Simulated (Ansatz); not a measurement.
# GaH7OSi2: trial inputs and their diagnosis

3 inputs were typed for GaH7OSi2. Each is run as it stands; the log then has to tell whether the result can be used.

Computed with Ansatz 0.2.0, Gaussian basis. Level: the settings change from run to run.

## 1. The geometry

An earlier PBE0-D4 in a triple-zeta def2 set relaxation fixed the geometry.

SMILES `[SiH3]O[SiH2][GaH2]`, 11 atoms, charge 0, spin multiplicity 1.

Atoms are counted from 1 here; the program's logs count them from 0.

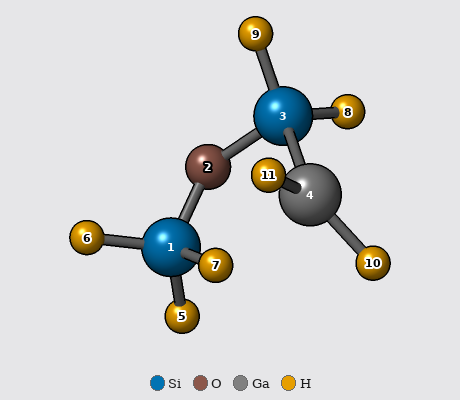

The structure; silicon blue, oxygen brown, gallium grey, hydrogen amber; atoms are numbered from 1 in the order of the file.

## 2. Attempt 1

Contents of in.yaml:

```yaml
crystal:
  periodic: [false, false, false]
  atoms:
    - {symbol: Si, position_ang: [-0.910685, 1.322925, 0.158725]}
    - {symbol: O, position_ang: [0.647522, 1.248068, 0.215107]}
    - {symbol: Si, position_ang: [1.500409, -0.108739, 0.042260]}
    - {symbol: Ga, position_ang: [-0.205373, -1.676730, -0.252924]}
    - {symbol: H, position_ang: [-1.371694, 2.102497, -0.936962]}
    - {symbol: H, position_ang: [-1.469827, 1.777160, 1.384144]}
    - {symbol: H, position_ang: [-1.413930, -0.036027, -0.053847]}
    - {symbol: H, position_ang: [2.391991, 0.074835, -1.060382]}
    - {symbol: H, position_ang: [2.312826, -0.263411, 1.208593]}
    - {symbol: H, position_ang: [-0.693605, -2.031623, -1.636923]}
    - {symbol: H, position_ang: [-0.787642, -2.408945, 0.932208]}
basis:
  gaussian: {orbitals: def2-TZVPP}
hamiltonian: {xc: {name: HF}}
correlation: {method: mp2, frozen_orbitals: {Si: 0}}
scf: {lower_state_search: off}
output: {forces: true}
```

Command:

```console
$ ansatz run in.yaml --threads 4 --pin off --events-out ev --progress --plain --max-ram 10444MiB
```

The log of the run:

```text
Functional definition: HF
  name "HF"
  cite "Fock, Z. Phys. 61, 126 (1930) doi:10.1007/BF01340294"
  parent pbe
  exchange = exact_x
  correlation = 0
these checks for a lower state are left out or cut short: starts, cluster_reference, orbital_swaps, neighbouring_geometries, increment
Error: "frozen_orbitals" has no count for O
```

Wall time 0.05 s (4 threads of Intel Xeon at 2.60GHz, shared host).

Diagnosis: Refused before any calculation. Frozen orbitals are typed for one element alone, and the program wants a count for each. Its coordinates are also moved off the relaxed structure (shortest distance 1.42 Å, against 1.48 Å), and have to be restored too. Cure: leave frozen_orbitals out, or give every element a count that its core really has.

## 3. Attempt 2

Contents of in.yaml:

```yaml
crystal:
  periodic: [true, true, true]
  atoms:
    - {symbol: Si, position_ang: [-0.948631, 1.378047, 0.165338]}
    - {symbol: O, position_ang: [0.674502, 1.300071, 0.224070]}
    - {symbol: Si, position_ang: [1.562926, -0.113270, 0.044021]}
    - {symbol: Ga, position_ang: [-0.213930, -1.746594, -0.263462]}
    - {symbol: H, position_ang: [-1.428848, 2.190101, -0.976002]}
    - {symbol: H, position_ang: [-1.531070, 1.851209, 1.441817]}
    - {symbol: H, position_ang: [-1.472844, -0.037528, -0.056091]}
    - {symbol: H, position_ang: [2.491657, 0.077953, -1.104564]}
    - {symbol: H, position_ang: [2.409193, -0.274387, 1.258951]}
    - {symbol: H, position_ang: [-0.722505, -2.116274, -1.705128]}
    - {symbol: H, position_ang: [-0.820461, -2.509317, 0.971050]}
basis:
  gaussian: {orbitals: "6-31G*"}
total_charge: -1
magnetization: {spin_polarized: true, initial_magnetization: 1}
hamiltonian: {xc: {name: HF}}
correlation: {method: ccsd_t}
accuracy: high
```

Launched as before.

The log of the run:

```text
Error: YAML parse error: error: line 2 column 3: crystal: missing field `lattice` (a structure is typed as `lattice` and `atoms`, a molecule's as `atoms` in Å alone, or read from a run's directory, `checkpoint`)
 --> <input>:2:3
  |
1 | crystal:
2 |   periodic: [true, true, true]
  |   ^ crystal: missing field `lattice` (a structure is typed as `lattice` and `atoms`, a molecule's as `atoms` in Å alone, or read from a run's directory, `checkpoint`)
3 |   atoms:
4 |     - {symbol: Si, position_ang: [-0.948631, 1.378047, 0.165338]}
  |
```

It took 0.05 s on 4 threads of Intel Xeon at 2.60GHz, shared host.

What is wrong: Refused before any calculation. The molecule is marked periodic without a cell. It also asks for charge -1 and multiplicity 2, another species or state than the molecule above. Cure: set periodic to false, or give a lattice, and set charge and spin to those of the species named.

## 4. Attempt 3

Contents of in.yaml:

```yaml
crystal:
  periodic: [false, false, false]
  atoms:
    - {symbol: Si, position_ang: [-0.948631, 1.378047, 0.165338]}
    - {symbol: O, position_ang: [0.674502, 1.300071, 0.224070]}
    - {symbol: Si, position_ang: [1.562926, -0.113270, 0.044021]}
    - {symbol: Ga, position_ang: [-0.213930, -1.746594, -0.263462]}
    - {symbol: H, position_ang: [-1.428848, 2.190101, -0.976002]}
    - {symbol: H, position_ang: [-1.531070, 1.851209, 1.441817]}
    - {symbol: H, position_ang: [-1.472844, -0.037528, -0.056091]}
    - {symbol: H, position_ang: [2.491657, 0.077953, -1.104564]}
    - {symbol: H, position_ang: [2.409193, -0.274387, 1.258951]}
    - {symbol: H, position_ang: [-0.770461, -2.209317, 1.271050]}
    - {symbol: H, position_ang: [-0.820461, -2.509317, 0.971050]}
basis:
  gaussian: {orbitals: ANO-RCC-VTZP}
total_charge: 1
magnetization: {spin_polarized: true, initial_magnetization: 1}
hamiltonian: {xc: {name: r2SCAN50}}
```

The command is unchanged.

The log of the run, shortened:

```text
Functional definition: r2SCAN50
  name "r2SCAN50"
  cite "Bursch, Neugebauer, Ehlert & Grimme, J. Chem. Phys. 156, 134105 (2022) doi:10.1063/5.0086040"
  cite "Furness, Kaplan, Ning, Perdew & Sun, J. Phys. Chem. Lett. 11, 8208 (2020) doi:10.1021/acs.jpclett.0c02405"
  cite "Furness, Kaplan, Ning, Perdew & Sun, J. Phys. Chem. Lett. 11, 9248 (2020) doi:10.1021/acs.jpclett.0c03077"
  parent r2scan
[...]
1998 factors; their error is unknown
[...]
mean field -70830.14703309 eV, -2602.9598930680 hartree, gradient 7.7e-5 eV, S^2 0.760363; 0 other end points of the search recorded, 0 dependent functions left out
reference -70830.14704601 eV, -2602.9598935428 hartree; 37, 36 occupied and 202, 203 virtual orbitals, 1998 factors
Total energy: -70830.14704601 eV, -2602.9598935428 hartree
Relativity: scalar
```

Run time: 18 s. Hardware: 4 threads of Intel Xeon at 2.60GHz, shared host; peak memory 1.4 GiB.

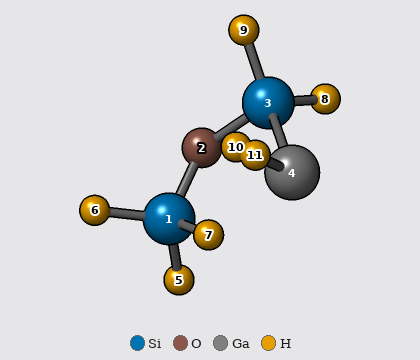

The geometry of this input.

Diagnosis: The run converged, but a converged run isn't a right one. One atom was put on top of another. The shortest distance is 0.43 Å (H10–H11), against 1.48 Å in the relaxed molecule. It also asks for charge 1 and multiplicity 2, another species or state than the molecule above. Its energy is no property of the relaxed molecule. To mend it, restore the atom's position, and set charge and spin to those of the species named.

## 5. How the tries ended

```
attempt                  level      ended                                                                                    cause    time
      1         MP2/def2-TZVPP    refused  frozen orbitals are typed for one element alone, and the program wants a count for each  0.05 s
      2         CCSD(T)/6-31G*    refused                                           the molecule is marked periodic without a cell  0.05 s
      3  r2SCAN50/ANO-RCC-VTZP  converged                                                       one atom was put on top of another    18 s
```

2 refused, 1 converged. A refusal costs next to no computing time. The dangerous case is the input that converges on a wrong geometry, charge, spin, basis or grid: often only a look at the input shows it.
